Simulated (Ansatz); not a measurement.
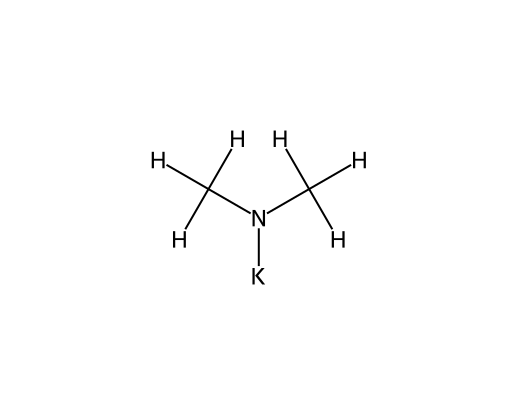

A structural formula.

Transcribe the drawing into SMILES.

C[N](C)[K]

What is the molecular formula?

C2H6KN.

An optimisation with PBE0-D4/def2-TZVP gave a structure of which point group?

C2v.

The parts below concern this one geometry. Atoms keep their numbers from picture to picture. The geometry was computed by an optimisation with PBE0-D4/def2-TZVP.

**Geometry**

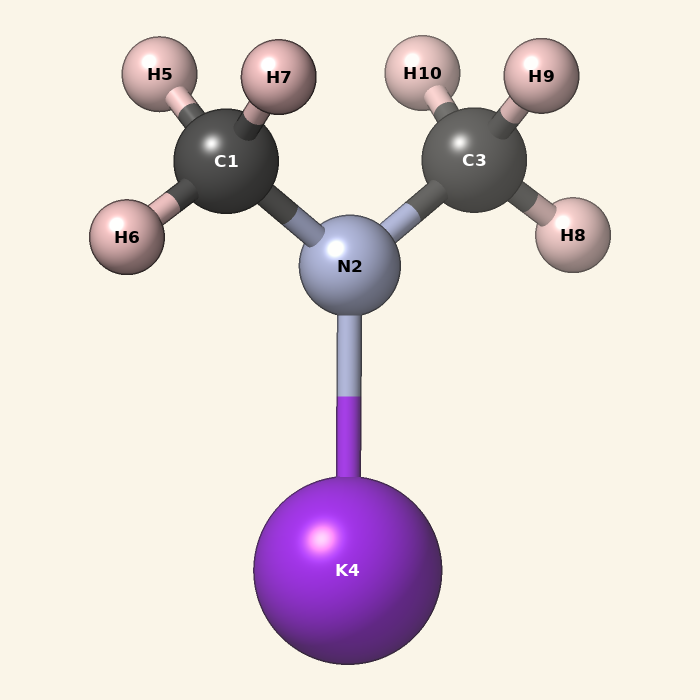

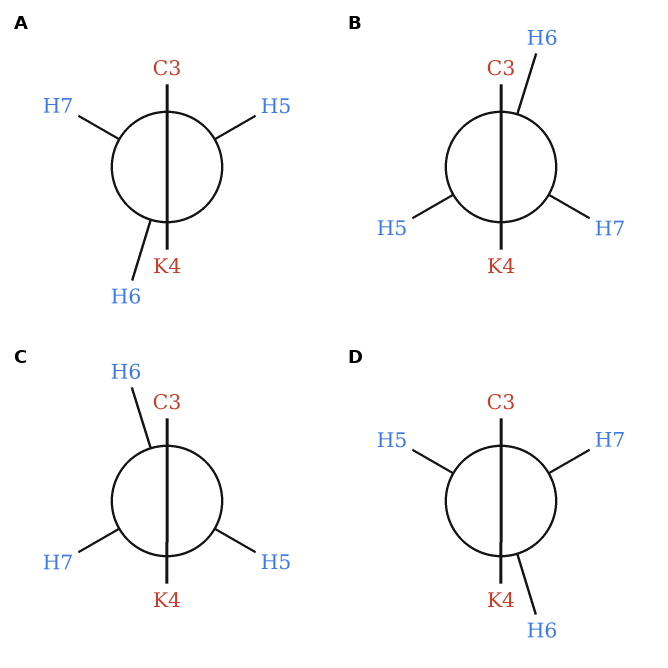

Depth is shown by fading: the farther an atom, the more it takes the colour of the background. Bonds that would overlap in a projection are set slightly apart.

Which Newman projection shows the view along N2–C1, with N2 in front?

A. The torsion angle K4–N2–C1–H5 is −120°, anticlinal.

**Dipole moment**

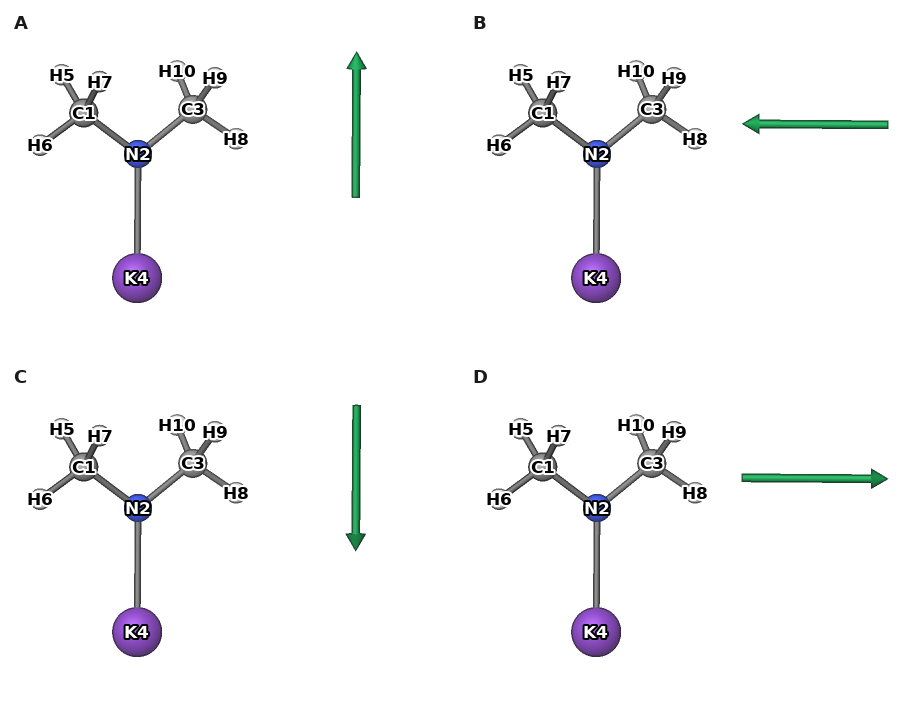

The same molecule four times, each with an arrow. Method: RKS r2SCAN-D4/def2-TZVPP (Ansatz 0.2.0).

Which arrow points along the dipole moment, from the negative to the positive end?

C. The dipole moment is 9.08 D; it points from the side of H5, H7, H9, H10 to the side of K4 (the outermost atoms at the two ends).

**Electronic properties**

Level of theory: RKS PBE0-D4/def2-SVP (Ansatz 0.2.0).

Computed properties:

- HOMO energy (Kohn–Sham orbital): −2.95 eV
- LUMO energy (Kohn–Sham orbital): −1.18 eV
- HOMO–LUMO gap: 1.77 eV
- dispersion correction: −14.1 kJ/mol

**Charges**

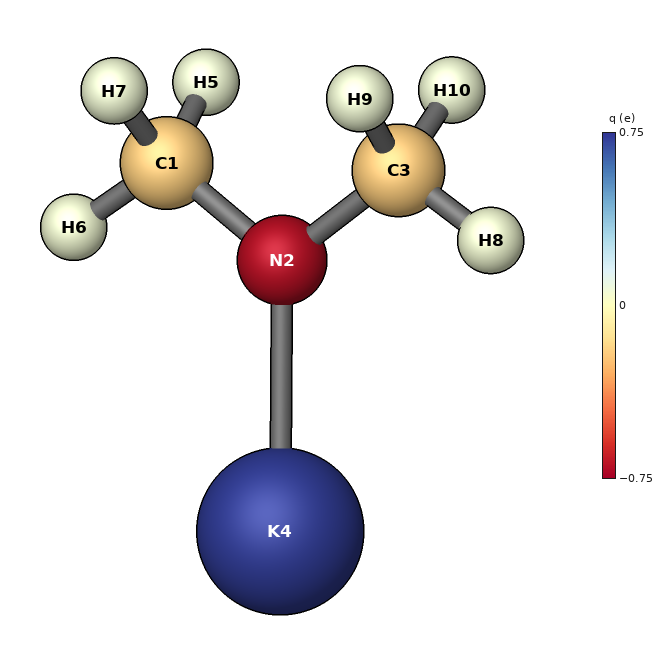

Atoms are coloured by their Mulliken charges. Method: RKS PBE0-D4/def2-TZVP (Ansatz 0.2.0).

List the Mulliken charges.

| atom | value (e) |
| --- | --- |
| C1 | −0.20 |
| N2 | −0.69 |
| C3 | −0.20 |
| K4 | 0.72 |
| H5 | 0.06 |
| H6 | 0.06 |
| H7 | 0.06 |
| H8 | 0.06 |
| H9 | 0.06 |
| H10 | 0.06 |

Mulliken values depend strongly on the basis set and can even reverse the polarity of a bond.
